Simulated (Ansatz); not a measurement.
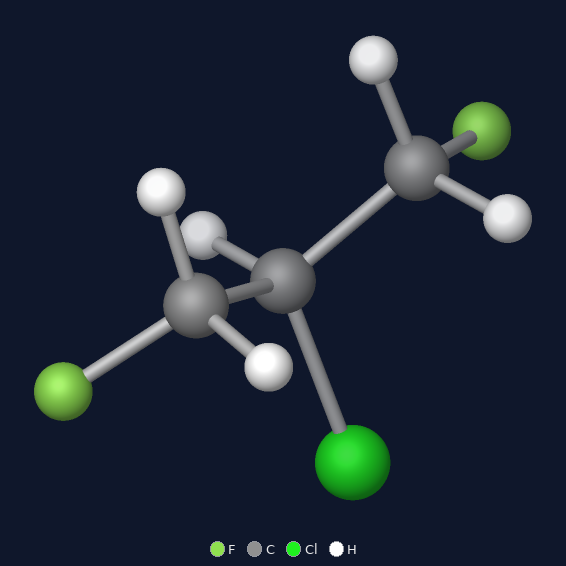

Rendered structure (ball-and-stick style).

Computed geometry: PBE0-D4/def2-TZVP optimisation.

> What is the molecular formula?

C₃H₅ClF₂, 11 atoms: 3 carbon, 5 hydrogen, 1 chlorine and 2 fluorine.

> Write the SMILES.

FCC(Cl)CF

> What is the point group of this geometry?

Cs.

> How many sets of symmetry-equivalent atoms are there?

7: 2 F, 2 C, 1 C, 1 Cl, 2 H, 2 H, 1 H.

More results for the same structure follow; atom numbers are the same in all pictures, views and colours differ.

## Shape

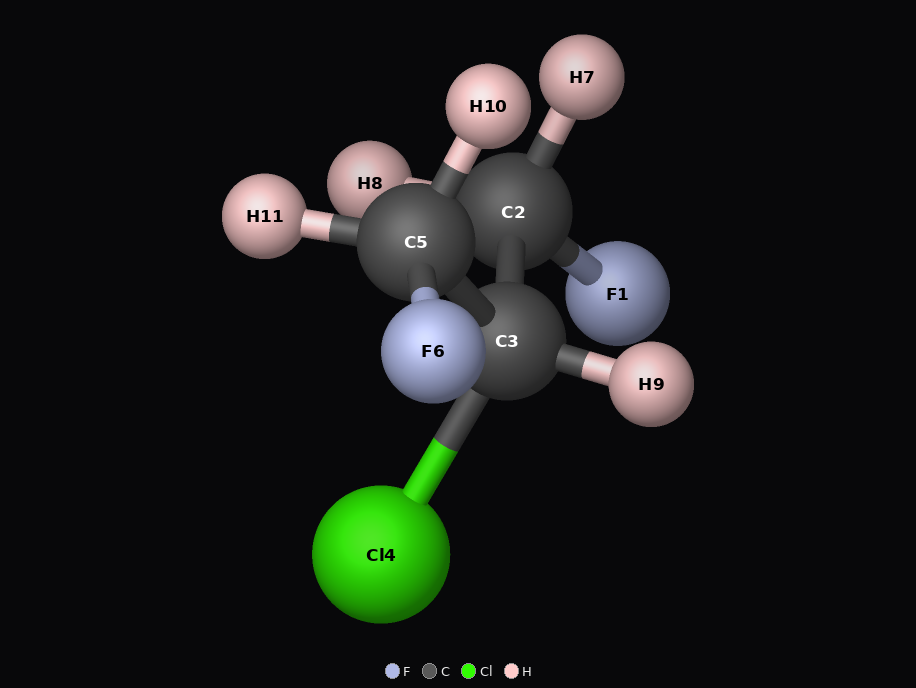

The atoms are numbered.

Give the bond lengths.

| bond | length (Å) | order |
| --- | --- | --- |
| F1–C2 | 1.372 | single |
| C2–C3 | 1.510 | single |
| C2–H7 | 1.096 | single |
| C2–H8 | 1.094 | single |
| C3–Cl4 | 1.782 | single |
| C3–C5 | 1.510 | single |
| C3–H9 | 1.092 | single |
| C5–F6 | 1.372 | single |
| C5–H10 | 1.096 | single |
| C5–H11 | 1.094 | single |

## Dipole moment

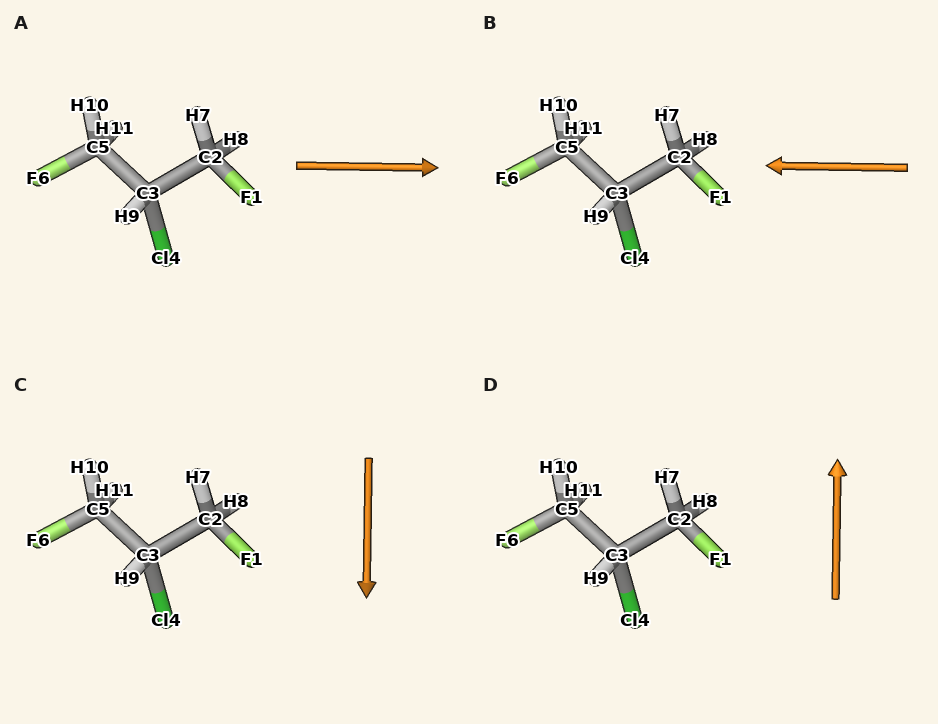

The same molecule four times, each with an arrow. Properties computed with RKS PBE0-D4/def2-TZVP (Ansatz 0.2.0).

> Which arrow points along the dipole moment, from the negative to the positive end?

D. The dipole moment is 2.98 D; it points from the side of Cl4 to the side of H7, H10 (the outermost atoms at the two ends).

## Vibrations

Harmonic vibrations computed with RKS PBE0-D4/def2-TZVP (Ansatz 0.2.0) at a stationary point of the same level.

> How many vibrational modes are there, and where do they lie?

27 modes: 97, 108, 189, 240, 372, 419, 536, 668, 928, 1063, 1065, 1116, 1127, 1141, 1253, 1258, 1289, 1338, 1427, 1432, 1488, 1497, 3040, 3050, 3097, 3100, 3121 cm⁻¹.

## Thermal motion

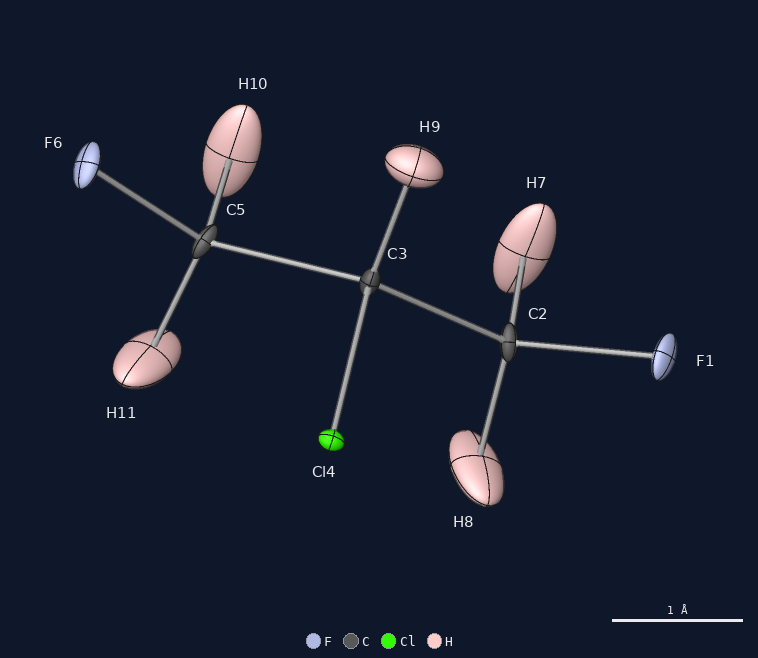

Displacement ellipsoids at the 50 % level, from the internal vibrations of the free molecule (harmonic, no overall translation or rotation; no half-axis is drawn under 0.075 Å). Vibrations computed with RKS PBE0-D4/def2-TZVP (Ansatz 0.2.0). Temperature: 298 K.

> Which atom moves most?

H7, H10, with U_eq = 0.0334 Å².

> Does H7 move more along its bond or across it?

Across it: the root-mean-square amplitude is 0.103 Å along the bond and up to 0.273 Å across, since bending and torsion are softer than stretching.

List U_eq and the three principal root-mean-square amplitudes for each kind of atom.

| atom | U_eq (Å²) | rms amplitudes (Å) |
| --- | --- | --- |
| F1, F6 | 0.0077 | 0.036, 0.073, 0.129 |
| C2, C5 | 0.0045 | 0.037, 0.049, 0.098 |
| C3 | 0.0038 | 0.048, 0.057, 0.076 |
| Cl4 | 0.0029 | 0.025, 0.059, 0.069 |
| H7, H10 | 0.0334 | 0.083, 0.137, 0.273 |
| H8, H11 | 0.0331 | 0.084, 0.141, 0.269 |
| H9 | 0.0168 | 0.103, 0.129, 0.153 |

## Charges

The questions are on Mulliken charges. Method: RKS B3LYP-D4/def2-TZVPP (Ansatz 0.2.0).

> Which atom carries the highest charge (most positive or least negative)?

H9 (0.10 e).

> And the lowest?

F1, F6 (−0.23 e).

Give the Mulliken charges atom by atom.

| atom | value (e) |
| --- | --- |
| F1 | −0.23 |
| C2 | 0.06 |
| C3 | 0.06 |
| Cl4 | −0.15 |
| C5 | 0.06 |
| F6 | −0.23 |
| H7 | 0.08 |
| H8 | 0.09 |
| H9 | 0.10 |
| H10 | 0.08 |
| H11 | 0.09 |

Mulliken values depend strongly on the basis set and can even reverse the polarity of a bond.
